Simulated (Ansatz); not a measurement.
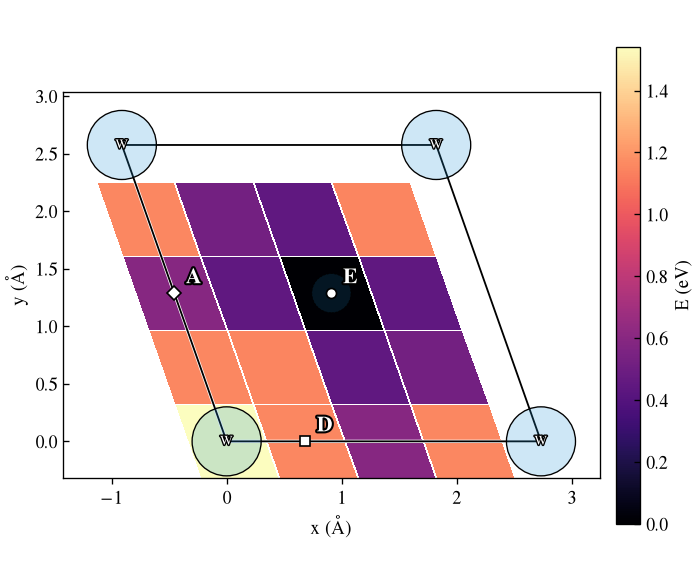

B on a W(110) slab cut from the Im-3m phase (4 atoms of substrate and one adsorbate in a 1 × 1 cell). One B atom a 1 × 1 cell is placed over a mesh of places on the rigid (1 1 0) surface, and only its height is relaxed. Places are given modulo a cell vector. The map is drawn in real space over the plane of the surface. Grid: 4 × 4 points. Energies: eV, counted from the lowest grid point. With one adsorbate in each 1 × 1 cell, its nearest image is 2.7 Å away, so neighbouring adsorbates interact. Level of theory: DFT PBEsol, scalar-relativistic, plane waves, PAW in Ansatz.

In the figure: one coloured cell a grid point, labelled circles for the atoms of the top layer and small ones for the second layer, the outline of one cell of the plane, lettered points.

Rank the lettered points by energy, lowest first.

Answer. E (0.00 eV), A (0.59 eV), D (1.15 eV).
